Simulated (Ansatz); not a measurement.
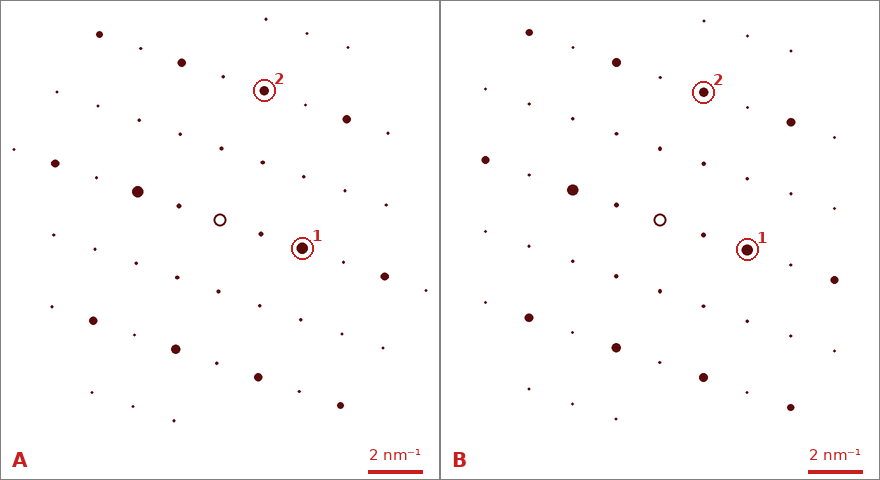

Kinematic electron diffraction patterns (120 kV, B = 0.5 Å², same scale) along [011] of the run's own cell, for the start and the end of one relaxation of YSe3 with DFT PBE, scalar-relativistic, plane waves, PAW (Ansatz 0.2.0). k mesh 16×16×16. The start is a generated model structure, and the relaxation ends in the nearest stationary point of its symmetry, not necessarily the ground state. Spot 1 is -2 -2 2 and spot 2 is 1 -1 1 in both.

Start structure:

```
Y Se
1.0
    -1.99762    1.99762    5.83997
     1.99762   -1.99762    5.83997
     1.99762    1.99762   -5.83997
Y Se
1 3
Direct
  0.00000 0.00000 0.00000
  0.50000 0.50000 0.00000
  0.25000 0.75000 0.50000
  0.75000 0.25000 0.50000
```

Question: Which pattern belongs to the start structure, and which to the relaxed one?

Answer: B is the start: its cell gives d(1) = 2.920 Å, d(2) = 1.998 Å and an angle of 90.0°. A is the relaxed structure, with d(1) = 3.094 Å (+6.0 %), d(2) = 1.973 Å (-1.2 %) and 90.0°.

Question: What did the relaxation do to the structure and the energy?

Answer: The volume changed by +3.4 % to 24.09 Å³ an atom; the fractional coordinates hardly changed; the space group stayed I4/mmm (No. 139); the free energy fell by 7.1 meV an atom. Relaxed cell: a = 6.788 Å, b = 6.788 Å, c = 6.788 Å, α = 146.21°, β = 146.21°, γ = 48.54°.
